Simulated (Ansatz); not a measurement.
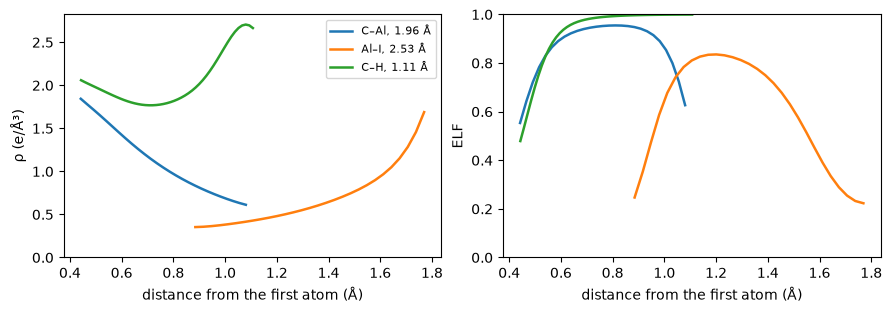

Figure 1: C$_{2}$H$_{6}$AlI (SMILES [CH3][Al]([CH3])[I]). Electron density and ELF along straight lines between neighbouring atoms. The curves leave out the atomic cores.

Geometry: BLYP-D3(BJ)/def2-SVP; core potentials replace the inner electrons of I.

Computed with isolated molecule in a Gaussian basis; Kohn-Sham density functional theory, functional PBE0 in Ansatz.

```xyz
10

C     0.9581    1.4583    0.9854
C     2.3245    0.8961   -2.1807
Al    0.8179    1.0377   -0.9286
I    -1.5137    0.6519   -1.8264
H     2.0074    1.6090    1.3126
H     0.5169    0.6447    1.5995
H     0.3846    2.3784    1.2273
H     2.0090    0.6475   -3.2127
H     3.0394    0.1161   -1.8388
H     2.8919    1.8519   -2.2121
```

What can be read from the curves?

Answer. C–Al (1.96 Å): ρ at the midpoint is about 0.71 e/Å³; the ELF peaks at about 0.95 between the atoms, as expected for a shared but strongly polarised pair.
Al–I (2.53 Å): the density is about 0.52 e/Å³ at the midpoint; the ELF peaks at about 0.85 in the valence shell of I, 1.3 Å from its nucleus, and is about 0.80 at the midpoint.
C–H (1.11 Å): ρ is about 1.9 e/Å³ halfway; the ELF climbs to about 1 towards the hydrogen, as it does in any bond to H; an ordinary covalent bond to hydrogen.
